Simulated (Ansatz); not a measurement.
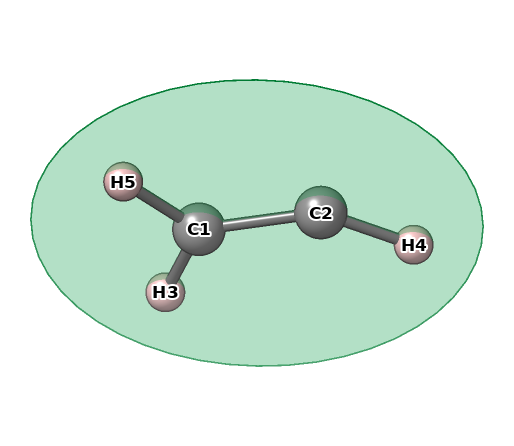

A disc through the centre of mass is drawn in. Distant atoms are faded towards the background colour. State: neutral, doublet. The geometry was computed by an optimisation with PBE-D4/def2-SVP. No frequency run is at hand to confirm it as a minimum.

### Is the plane of the disc a mirror plane of the structure?

Yes. The reflection leaves C1, C2, H3, H4, H5 in place. The point group is Cs.
